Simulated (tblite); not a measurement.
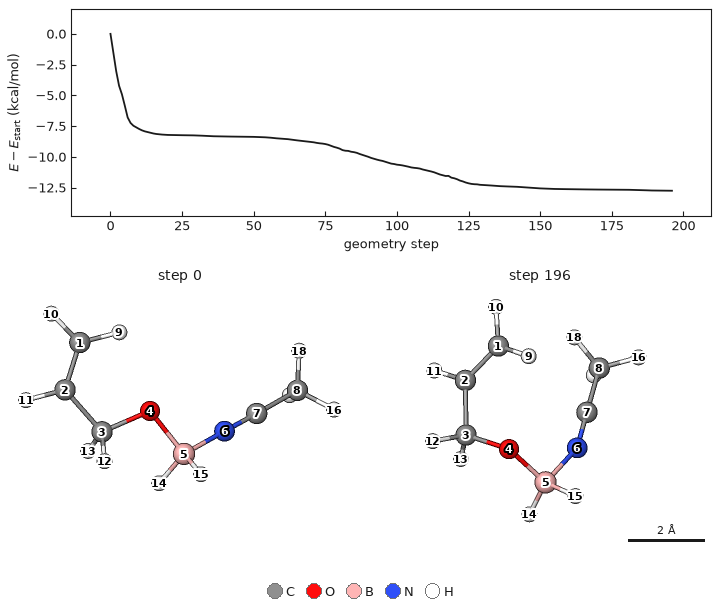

First and last geometry of a relaxation of C₅H₁₀BNO, with the history of the run. The picture is a ball-and-stick view, seen at a tilt.

Level of theory: GFN2-xTB geometry optimisation, gas phase in tblite. 

Q: Read the history and describe the run.

A: It converged. The energy falls by 12.8 kcal/mol in 196 geometry steps. An H atom moves most after the best rigid fit: 2.57 Å. By element the largest moves are H 2.57 Å, C 1.72 Å, O 1.27 Å, B 0.92 Å, N 0.63 Å. Among the contacts that change: B–N 1.496 → 1.580 Å, B–O 1.488 → 1.431 Å, C–C 1.482 → 1.428 Å, C–H 1.109 → 1.078 Å. Among the angles between lasting bonds that change: B–N–C 178.9° → 157.0°, C–O–B 106.3° → 120.1°, O–B–H 106.8° → 116.6°. Groups turn about B–O by about 75°, C–O by about 70°.
